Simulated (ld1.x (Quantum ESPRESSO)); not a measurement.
Pseudopotential generation for Co (part 2 of 2)

The same run, continued: cobalt (Co, Z = 27), core [Ne], reference valence 3s2 3p6 3d7 4s1 4p1, valence charge 17. Method: TM potential, BLYP, scalar-relativistic, made with ld1.x (Quantum ESPRESSO) 7.5.

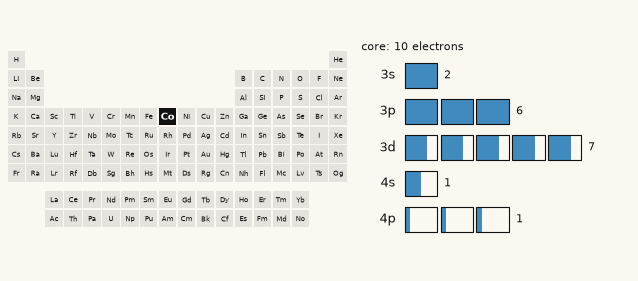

Left, the place of cobalt in the periodic table; right, the valence shells of the reference configuration: a box for each of the 2l + 1 orbitals, shaded by the share of the shell that is filled, with the electron count at the right.

**Output of the test run (extracts), continued**
```
     ---------------------- End of pseudopotential test ----------------------

     ---------------------- Testing the pseudopotential ----------------------

     Co
     scalar relativistic calculation

     atomic number is 27.00   valence charge is 17.00
     dft =BLYP   lsd =0 sic =0 latt =0  beta=0.20 tr2=1.0E-14
     mesh =1193 r(mesh) =  99.89935 xmin = -7.00 dx = 0.01250

     n l     nl             e AE (Ry)        e PS (Ry)    De AE-PS (Ry)
     1 0     3S   1( 2.00)       -7.75758       -7.88146        0.12388  !
     2 1     3P   1( 6.00)       -5.06192       -5.18157        0.11965  !
     3 2     3D   1( 7.00)       -0.84028       -0.94670        0.10642  !
     2 0     4S   1( 0.00)       -0.55239       -0.71810        0.16572  !
     3 1     4P   1( 2.00)       -0.19624       -0.21086        0.01462  !

     eps = 5.0E-13  iter =201

     Etot =   -2786.303085 Ry,   -1393.151543 Ha,  -37909.584725 eV
     Etotps =  -294.927572 Ry,    -147.463786 Ha,   -4012.694036 eV
     dEtot_ae =       0.345569 Ry
     dEtot_ps =       0.571247 Ry,   Delta E=      -0.225677 Ry

     Ekin =     161.412844 Ry,      80.706422 Ha,    2196.133621 eV
     Encl =    -599.969211 Ry,    -299.984606 Ha,   -8162.996974 eV
     Ehrt =     248.303542 Ry,     124.151771 Ha,    3378.341798 eV
     Ecxc =     -31.236831 Ry,     -15.618415 Ha,    -424.998733 eV
     (Ecc =      -0.966214 Ry,      -0.483107 Ha,     -13.146008 eV)
     Epseu=     -73.437916 Ry,     -36.718958 Ha,    -999.173749 eV

     ---------------------- End of pseudopotential test ----------------------

     ---------------------- Testing the pseudopotential ----------------------

     Co
     scalar relativistic calculation

     atomic number is 27.00   valence charge is 17.00
     dft =BLYP   lsd =0 sic =0 latt =0  beta=0.20 tr2=1.0E-14
     mesh =1193 r(mesh) =  99.89935 xmin = -7.00 dx = 0.01250

     n l     nl             e AE (Ry)        e PS (Ry)    De AE-PS (Ry)
     1 0     3S   1( 2.00)      -10.32884      -10.55056        0.22173  !
     2 1     3P   1( 6.00)       -7.61686       -7.83101        0.21415  !
     3 2     3D   1( 6.00)       -3.31868       -3.51902        0.20035  !
     2 0     4S   1( 0.00)       -2.40973       -2.98584        0.57611  !
     3 1     4P   1( 0.00)       -1.85534       -1.96486        0.10951  !

     eps = 1.4E-13  iter =201

     Etot =   -2782.420703 Ry,   -1391.210352 Ha,  -37856.762224 eV
     Etotps =  -290.762518 Ry,    -145.381259 Ha,   -3956.025590 eV
     dEtot_ae =       4.227952 Ry
     dEtot_ps =       4.736301 Ry,   Delta E=      -0.508349 Ry

     Ekin =     155.270550 Ry,      77.635275 Ha,    2112.563457 eV
     Encl =    -553.754256 Ry,    -276.877128 Ha,   -7534.210478 eV
     Ehrt =     208.345168 Ry,     104.172584 Ha,    2834.680424 eV
     Ecxc =     -29.050906 Ry,     -14.525453 Ha,    -395.257714 eV
     (Ecc =      -0.966214 Ry,      -0.483107 Ha,     -13.146008 eV)
     Epseu=     -71.573074 Ry,     -35.786537 Ha,    -973.801279 eV

     ---------------------- End of pseudopotential test ----------------------

     ---------------------- Testing the pseudopotential ----------------------

     Co
     scalar relativistic calculation

     atomic number is 27.00   valence charge is 17.00
     dft =BLYP   lsd =0 sic =0 latt =0  beta=0.20 tr2=1.0E-14
     mesh =1193 r(mesh) =  99.89935 xmin = -7.00 dx = 0.01250

     n l     nl             e AE (Ry)        e PS (Ry)    De AE-PS (Ry)
     1 0     3S   1( 2.00)       -8.27244       -8.42788        0.15544  !
     2 1     3P   1( 6.00)       -5.57712       -5.72816        0.15104  !
     3 2     3D   1( 7.00)       -1.35300       -1.49079        0.13779  !
     2 0     4S   1( 0.00)       -1.01387       -1.31803        0.30416  !
     3 1     4P   1( 1.00)       -0.60998       -0.65792        0.04795  !

     eps = 3.5E-15  iter =108

     Etot =   -2785.908156 Ry,   -1392.954078 Ha,  -37904.211436 eV
     Etotps =  -294.501751 Ry,    -147.250876 Ha,   -4006.900451 eV
     dEtot_ae =       0.740499 Ry
     dEtot_ps =       0.997067 Ry,   Delta E=      -0.256568 Ry

     Ekin =     161.298797 Ry,      80.649399 Ha,    2194.581936 eV
     Encl =    -590.730507 Ry,    -295.365254 Ha,   -8037.298000 eV
     Ehrt =     239.404159 Ry,     119.702080 Ha,    3257.259524 eV
     Ecxc =     -30.867681 Ry,     -15.433840 Ha,    -419.976189 eV
     (Ecc =      -0.966214 Ry,      -0.483107 Ha,     -13.146008 eV)
     Epseu=     -73.606520 Ry,     -36.803260 Ha,   -1001.467721 eV

     ---------------------- End of pseudopotential test ----------------------

     ---------------------- Testing the pseudopotential ----------------------

     Co
     scalar relativistic calculation

     atomic number is 27.00   valence charge is 17.00
     dft =BLYP   lsd =0 sic =0 latt =0  beta=0.20 tr2=1.0E-14
     mesh =1193 r(mesh) =  99.89935 xmin = -7.00 dx = 0.01250

     n l     nl             e AE (Ry)        e PS (Ry)    De AE-PS (Ry)
     1 0     3S   1( 2.00)       -7.81698       -7.78161       -0.03537  !
     2 1     3P   1( 6.00)       -5.12134       -5.08737       -0.03397  !
     3 2     3D   1( 7.00)       -0.90528       -0.87516       -0.03013  !
     2 0     4S   1( 1.50)       -0.66140       -0.84486        0.18345  !
     3 1     4P   1( 0.00)       -0.30948       -0.30961        0.00013

     eps = 3.2E-12  iter =201

     Etot =   -2786.705847 Ry,   -1393.352923 Ha,  -37915.064577 eV
     Etotps =  -295.651761 Ry,    -147.825880 Ha,   -4022.547125 eV
     dEtot_ae =      -0.057192 Ry
     dEtot_ps =      -0.152942 Ry,   Delta E=       0.095750 Ry

     Ekin =     159.273416 Ry,      79.636708 Ha,    2167.025220 eV
     Encl =    -601.755486 Ry,    -300.877743 Ha,   -8187.300471 eV
     Ehrt =     249.499049 Ry,     124.749524 Ha,    3394.607494 eV
     Ecxc =     -31.327839 Ry,     -15.663920 Ha,    -426.236965 eV
     (Ecc =      -0.966214 Ry,      -0.483107 Ha,     -13.146008 eV)
     Epseu=     -71.340901 Ry,     -35.670450 Ha,    -970.642402 eV

     ---------------------- End of pseudopotential test ----------------------
```

**Results in brief**

- outcome: generated; the Bessel test doesn't meet the 3s level; the pseudo-atom misses its reference levels by up to 2.73 eV (4s, which has no pseudo-wave of its own); ld1.x warns of wrong node counts
- reference test: the pseudo-atom misses its own reference levels by up to 2.73 eV
- ghost test: no ghost state below the valence levels in the s, p, d, f channels (spherical-Bessel basis up to 400 Ry, 20 bohr box)
- largest excitation error: -6916 meV (all-electron minus pseudo) for 3s2 3p6 3d6 4s0 4p0, out of 7 test configurations
- range over which the phases arctan(r u′/u) at the test radius agree within 0.05 rad (a looser test near the poles than one of phase shifts): s: between about -8.7 and -3.4 Ry; p: over the whole range computed; d: over the whole range computed
- hardware: 1 CPU thread, shared host
- wall time: 3.9 s

**Notes**

An excitation error of 6916 meV in its own tests makes this a poorly transferable potential. The scattering phases part by more than π/2 and stay apart in s from about 2.3 Ry: a level there is either far displaced or one that only the pseudo-atom has. In the spherical-Bessel test 3s stands at −7.644 Ry at the top cutoff of 400 Ry against −7.642 Ry all-electron and −7.655 Ry from the radial solver of ld1.x; 3p stands at −4.949 Ry at the top cutoff of 400 Ry against −4.946 Ry all-electron and −4.959 Ry from the radial solver of ld1.x; 3d stands at −0.732 Ry at the top cutoff of 400 Ry against −0.729 Ry all-electron and −0.740 Ry from the radial solver of ld1.x. No cutoff can be given. ld1.x warns that it found 2 nodes in place of 1 for the s state with pseudo n = 2. It picks states by counting nodes, so it can end on another state than the one meant.
